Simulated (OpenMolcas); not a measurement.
**CH7NOSi (SMILES CO[SiH2]N): a chain of runs**

Aim: the energy (HF/ANO-R0), then the energy (CASSCF(2,2)/ANO-R1), then the energy along one coordinate (CASPT2(2,2)/ANO-R1), then the energy along one coordinate (SC-NEVPT2(2,2)/ANO-R1), then an energy scan (MC-PDFT[tPBE](2,2)/ANO-R1) of CH7NOSi. 

Program for the calculation: OpenMolcas 26.06.

### 1 Starting point

The species is CH7NOSi (11 atoms), meant as a singlet with charge 0. As SMILES, `CO[SiH2]N`. The shape is that of a PBE0-D4/def2-TZVP optimisation. This is one conformer, not always the lowest.

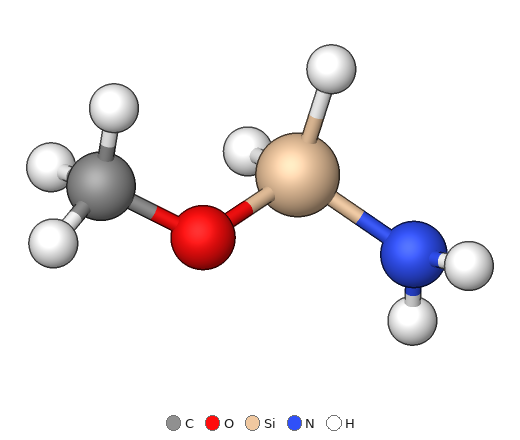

The structure, seen from a chosen angle (carbon grey, oxygen red, silicon light orange, nitrogen blue, hydrogen white).

### 2 The energy at HF/ANO-R0 (sfX2C) (run 1)

Contents of struct.xyz:

```xyz
11

C     -0.655300     1.711900     0.500200
O     -0.610600     0.508700    -0.227100
Si     0.533800    -0.642700     0.054300
N      0.344700    -2.006900    -0.943700
H      0.258400     2.302900     0.362300
H     -1.501500     2.301200     0.142400
H     -0.790700     1.531800     1.573800
H      0.421900    -1.079900     1.472300
H      1.874600    -0.055000    -0.212100
H     -0.403400    -2.661100    -0.783300
H      0.593600    -1.968000    -1.918400
```

Contents of step1.input:

```
* CH7NOSi Hartree-Fock
>>> EXPORT MOLCAS_PRINT=2

&gateway
  coord=struct.xyz
  basis=ANO-R0
  group=NoSym

&seward

&scf
  prorbitals=0

&localisation
  occupied
  freeze
  pipek-mezey

&localisation
  fileorb=$Project.LocOrb
  virtual
  pipek-mezey
```

On the command line:

```console
$ export MOLCAS_MEM=1860
$ pymolcas step1.input > step1.log
```

Log:

```text
--- Start Module: gateway ---
[...]
--- Stop Module: gateway /rc=_RC_ALL_IS_WELL_ ---
[...]
      Basis functions           31
[...]
       Convergence after  12 Iterations
[...]
::    Total SCF energy                               -460.0494214679
[...]
      Total spin, S                                     0.0000000000
[...]
      Total electronic charge=   42.000000
      Total            charge=   -0.000000
[...]
      Dipole Moment (debye):
      Origin of the operator (angstrom)=    0.0336   -0.2211   -0.1127
                   X= -1.7475E+00               Y= -3.2523E-01               Z= -1.7140E+00           Total=  2.4693E+00
      Quadrupole Moment (debye*angstrom):
[...]
--- Start Module: localisation ---
[...]
--- Stop Module: localisation /rc=_RC_ALL_IS_WELL_ ---
--- Start Module: localisation ---
[...]
--- Stop Module: localisation /rc=_RC_ALL_IS_WELL_ ---
[...]
```

Run time: 3.6 s. Hardware: 1 thread of Arm Neoverse V1, shared host; peak memory 0.38 GiB.

### 3 A single-point energy at CASSCF(2,2)/ANO-R1 (sfX2C, RICD fitting) (run 2)

struct.xyz is that of step 2.

Contents of step2.input:

```
* CH7NOSi CASSCF
&GATEWAY
Coord
struct.xyz
Basis
ANO-R0
Group
NoSym
&SEWARD
&RASSCF
FileOrb
$CurrDir/step1.LocOrb
Alter
2
1 17 21
1 22 30
Spin
1
Nactel
2 0 0
Inactive
20
Ras2
2
OrbListing
Nothing
>>> COPY $Project.RunFile RUNFIL1
>>> COPY $Project.RasOrb INPORB
&GATEWAY
Coord
struct.xyz
Basis
ANO-R1
Group
NoSym
RICD
&SEWARD
>>> COPY $Project.RunFile RUNFIL2
&EXPBAS
&RASSCF
FileOrb
$Project.ExpOrb
Spin
1
Nactel
2 0 0
Inactive
20
Ras2
2
OrbListing
Nothing
OrbAppear
Compact
```

On the command line:

```console
$ export MOLCAS_MEM=1860
$ pymolcas step2.input > step2.log
```

Log:

```text
--- Start Module: gateway ---
[...]
--- Stop Module: gateway /rc=_RC_ALL_IS_WELL_ ---
[...]
      Basis functions           31
[...]
      Number of active orbitals                  2
[...]
      Spin quantum number                      0.0
[...]
      Active orbitals                            2
[...]
      Number of CSFs                             3
[...]
      Number of root(s) required                 1
[...]
      Convergence after 13 iterations
[...]
      printout of CI-coefficients larger than  0.05 for root  1
      energy=    -460.062436
      conf/sym  11     Coeff  Weight
             1  20   0.99546 0.99094
             3  02  -0.09516 0.00906
      Natural orbitals and occupation numbers for root  1
      sym 1:   1.981889   0.018111
      ************************************************************************************************************************
      *                                                    Final results                                                     *
[...]
::    RASSCF root number  1 Total energy:   -460.06243626
[...]
      Basis functions           95
[...]
--- Start Module: expbas ---
[...]
--- Stop Module: expbas /rc=_RC_ALL_IS_WELL_ ---
--- Start Module: rasscf ---
[...]
      Convergence after 20 iterations
[...]
      Natural orbitals and occupation numbers for root  1
      sym 1:   1.985308   0.014692
      ************************************************************************************************************************
      *                                                    Final results                                                     *
[...]
::    RASSCF root number  1 Total energy:   -461.02920829
[...]
      Total electronic charge=   42.000000
      Total            charge=   -0.000000
[...]
      Dipole Moment (debye):
      Origin of the operator (angstrom)=    0.0336   -0.2211   -0.1127
                   X= -2.5132E-01               Y=  9.1044E-02               Z= -1.4038E-01           Total=  3.0192E-01
      Quadrupole Moment (debye*angstrom):
[...]
--- Stop Module: rasscf /rc=_RC_ALL_IS_WELL_ ---
[...]
```

Run time: 13 s. Hardware: 1 thread of Arm Neoverse V1, shared host; peak memory 0.38 GiB.

### 4 The energy along one coordinate at CASPT2(2,2)/ANO-R1 (sfX2C, RICD fitting, ipea shift 0.25 Eh, pt2 variant SS) (run 3)

Contents of step3.inp:

```
>>> COPY $CurrDir/step2.RasOrb $Project.RasOrb
>>> ForEach K in (1, 2, 3, 4, 5, 6, 7, 8, 9)

&GATEWAY
 Coord = $CurrDir/point$K.xyz
 Basis = ANO-R1
 Group = NoSym
 RICD

&SEWARD

&RASSCF
 FileOrb = $Project.RasOrb
 Spin = 1
 Nactel = 2 0 0
 Inactive = 20
 Ras2 = 2
 OrbListing = Nothing
 OrbAppear = Compact

&CASPT2
 Imaginary = 0.2
 Frozen = 8
>>> EndDo
```

On the command line:

```console
$ export MOLCAS_MEM=1860
$ pymolcas step3.inp > step3.log
```

Log, cut to the lines that bear on the results:

```text
[...]
      Basis functions           95
[...]
      Number of active orbitals                  2
[...]
      Spin quantum number                      0.0
[...]
      Active orbitals                            2
[...]
      Number of CSFs                             3
[...]
      Number of root(s) required                 1
[...]
      Convergence after 18 iterations
[...]
      Natural orbitals and occupation numbers for root  1
      sym 1:   1.987902   0.012098
      ************************************************************************************************************************
      *                                                    Final results                                                     *
[...]
::    RASSCF root number  1 Total energy:   -461.00376255
[...]
      E2 (Variational):          -0.5997661890
[...]
::    CASPT2 Root  1     Total energy:   -461.60352874
[...]
      Convergence after 16 iterations
[...]
      Natural orbitals and occupation numbers for root  1
      sym 1:   1.985303   0.014697
      ************************************************************************************************************************
      *                                                    Final results                                                     *
[...]
      Convergence after 18 iterations
[...]
      Natural orbitals and occupation numbers for root  1
      sym 1:   1.648387   0.351613
      ************************************************************************************************************************
      *                                                    Final results                                                     *
[...]
      Convergence after 14 iterations
[...]
      Natural orbitals and occupation numbers for root  1
      sym 1:   1.233358   0.766642
      ************************************************************************************************************************
      *                                                    Final results                                                     *
[...]
      Convergence after 12 iterations
[...]
::    RASSCF root number  1 Total energy:   -460.87398448
[...]
::    CASPT2 Root  1     Total energy:   -461.44787702
[...]
      Convergence after 13 iterations
[...]
::    RASSCF root number  1 Total energy:   -460.87448367
[...]
      E2 (Variational):          -0.5731343380
[...]
::    CASPT2 Root  1     Total energy:   -461.44761801
[...]
```

Wall time 87 s (1 thread of Arm Neoverse V1, shared host); peak memory 0.087 GiB.

The scan, from its lowest point:

```
N4–Si3 (Å)  energy (kJ/mol)
     1.531             64.4
     1.701              0.0
     1.871             30.4
     2.126            141.0
     2.466            301.6
     2.891            438.5
     3.402            472.7
     4.082            473.0
     5.102            473.7
```

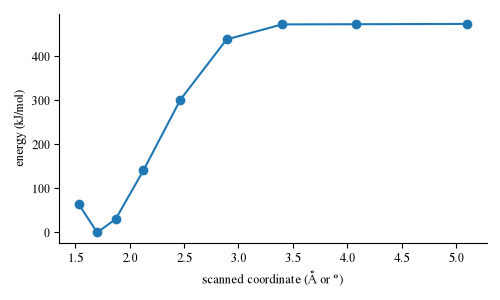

Energy along the scan.

### 5 An energy scan at SC-NEVPT2(2,2)/ANO-R1 (sfX2C, RICD fitting, pt2 variant SC-NEVPT2) (run 4)

Contents of step4.input:

```
* CH7NOSi NEVPT2
>>> COPY $CurrDir/step2.RasOrb $Project.RasOrb
>>> ForEach K in (1, 2, 3, 4, 5, 6, 7, 8, 9)

&gateway
 coord
 $CurrDir/point$K.xyz
 basis
 ANO-R1
 group
 NoSym
 ricd

&seward

&rasscf
 fileorb
 $Project.RasOrb
 spin
 1
 nactel
 2 0 0
 inactive
 20
 ras2
 2
 orblisting
 Nothing
 orbappear
 Compact

&caspt2
 sc-nevpt2
 frozen
 8
>>> EndDo
```

On the command line:

```console
$ export MOLCAS_MEM=1860
$ pymolcas step4.input > step4.log
```

Log, cut to the lines that bear on the results:

```text
[...]
      Basis functions           95
[...]
      Number of active orbitals                  2
[...]
      Spin quantum number                      0.0
[...]
      Active orbitals                            2
[...]
      Number of CSFs                             3
[...]
      Number of root(s) required                 1
[...]
      Convergence after 18 iterations
[...]
      Natural orbitals and occupation numbers for root  1
      sym 1:   1.987902   0.012098
      ************************************************************************************************************************
      *                                                    Final results                                                     *
[...]
::    RASSCF root number  1 Total energy:   -461.00376255
[...]
      E2 (Variational):          -0.5965938718
[...]
::    SC-NEVPT2 Root  1     Total energy:   -461.60024656
[...]
      Convergence after 16 iterations
[...]
      Natural orbitals and occupation numbers for root  1
      sym 1:   1.985303   0.014697
      ************************************************************************************************************************
      *                                                    Final results                                                     *
[...]
      Convergence after 18 iterations
[...]
      Natural orbitals and occupation numbers for root  1
      sym 1:   1.648387   0.351613
      ************************************************************************************************************************
      *                                                    Final results                                                     *
[...]
      Convergence after 14 iterations
[...]
      Natural orbitals and occupation numbers for root  1
      sym 1:   1.233358   0.766642
      ************************************************************************************************************************
      *                                                    Final results                                                     *
[...]
      Convergence after 12 iterations
[...]
::    RASSCF root number  1 Total energy:   -460.87398448
[...]
::    SC-NEVPT2 Root  1     Total energy:   -461.44460781
[...]
      Convergence after 13 iterations
[...]
::    RASSCF root number  1 Total energy:   -460.87448367
[...]
      E2 (Variational):          -0.5700717486
[...]
::    SC-NEVPT2 Root  1     Total energy:   -461.44455542
[...]
```

It took 83 s on 1 thread of Arm Neoverse V1, shared host; peak memory 0.087 GiB.

The scan, from its lowest point:

```
N4–Si3 (Å)  energy (kJ/mol)
     1.531             65.1
     1.701              0.0
     1.871             27.9
     2.126            135.5
     2.466            296.1
     2.891            438.9
     3.402            473.9
     4.082            473.8
     5.102            473.9
```

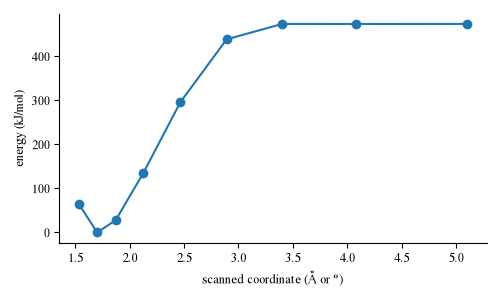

Energy along the scan.

### 6 The energy along one coordinate at MC-PDFT[tPBE](2,2)/ANO-R1 (sfX2C, RICD fitting) (run 5)

Contents of step5.inp:

```
>>> EXPORT MOLCAS_PRINT=2
>>> COPY $CurrDir/step2.RasOrb $Project.RasOrb
>>> ForEach K in (1, 2, 3, 4, 5, 6, 7, 8, 9)

&GATEWAY
  COORD=$CurrDir/point$K.xyz
  BASIS=ANO-R1
  GROUP=NoSym
  RICD

&SEWARD

&RASSCF
  FILEORB=$Project.RasOrb
  SPIN=1
  NACTEL=2 0 0
  INACTIVE=20
  RAS2=2
  ORBLISTING=Nothing
  ORBAPPEAR=Compact

&MCPDFT
  KSDFT=T:PBE
>>> EndDo
```

On the command line:

```console
$ export MOLCAS_MEM=1860
$ pymolcas step5.inp > step5.log
```

Log, cut to the lines that bear on the results:

```text
--- Start Module: gateway ---
[...]
      Basis functions           95
[...]
      Number of active orbitals                  2
[...]
      Spin quantum number                      0.0
[...]
      Active orbitals                            2
[...]
      Number of CSFs                             3
[...]
      Number of root(s) required                 1
[...]
      Convergence after 18 iterations
[...]
      Natural orbitals and occupation numbers for root  1
      sym 1:   1.987902   0.012098
      ************************************************************************************************************************
      *                                                    Final results                                                     *
[...]
::    RASSCF root number  1 Total energy:   -461.00376255
[...]
::    MCPDFT root number  1 Total energy:   -462.19162412
[...]
      Convergence after 16 iterations
[...]
      Natural orbitals and occupation numbers for root  1
      sym 1:   1.985303   0.014697
      ************************************************************************************************************************
      *                                                    Final results                                                     *
[...]
      Convergence after 18 iterations
[...]
      Natural orbitals and occupation numbers for root  1
      sym 1:   1.648387   0.351613
      ************************************************************************************************************************
      *                                                    Final results                                                     *
[...]
      Convergence after 14 iterations
[...]
      Natural orbitals and occupation numbers for root  1
      sym 1:   1.233358   0.766642
      ************************************************************************************************************************
      *                                                    Final results                                                     *
[...]
      Convergence after 12 iterations
[...]
::    RASSCF root number  1 Total energy:   -460.87398448
[...]
::    MCPDFT root number  1 Total energy:   -462.02607964
[...]
      Convergence after 13 iterations
[...]
::    RASSCF root number  1 Total energy:   -460.87448367
[...]
      Total electronic charge=   42.000000
      Total            charge=   -0.000000
[...]
::    MCPDFT root number  1 Total energy:   -462.02602268
[...]
```

Wall time 97 s (1 thread of Arm Neoverse V1, shared host); peak memory 0.087 GiB.

The scan, from its lowest point:

```
N4–Si3 (Å)  energy (kJ/mol)
     1.531             63.6
     1.701              0.0
     1.871             29.2
     2.126            136.8
     2.466            295.0
     2.891            444.7
     3.402            495.2
     4.082            498.2
     5.102            498.4
```

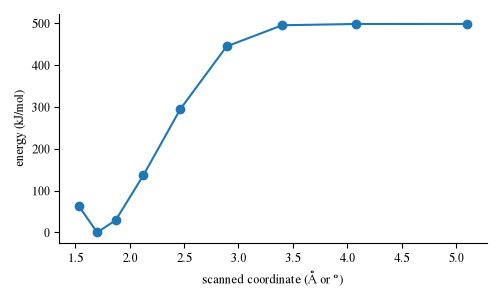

Energy along the scan.

### 7 Outcome

| quantity | value |
| --- | --- |
| run 1, HF/ANO-R0: total energy | -460.04942 Eh |
| run 1, HF/ANO-R0: dipole moment | 2.47 D |
| run 1, HF/ANO-R0: HOMO energy | -11.39 eV |
| run 1, HF/ANO-R0: LUMO energy | 4.35 eV |
| run 1, HF/ANO-R0: HOMO–LUMO gap | 15.74 eV |
| run 2, CASSCF(2,2)/ANO-R1: total energy | -461.02921 Eh |
| run 2, CASSCF(2,2)/ANO-R1: dipole moment (CASSCF density) | 0.30 D |
| run 3, CASPT2(2,2)/ANO-R1: lowest energy of the scan | -461.62805 Eh |
| run 4, SC-NEVPT2(2,2)/ANO-R1: lowest energy of the scan | -461.62506 Eh |
| run 5, MC-PDFT[tPBE](2,2)/ANO-R1: lowest energy of the scan | -462.21585 Eh |

Mulliken charges (run 2, CASSCF(2,2)/ANO-R1) run from -0.51 on N4 to +0.43 on Si3; they depend strongly on the basis.
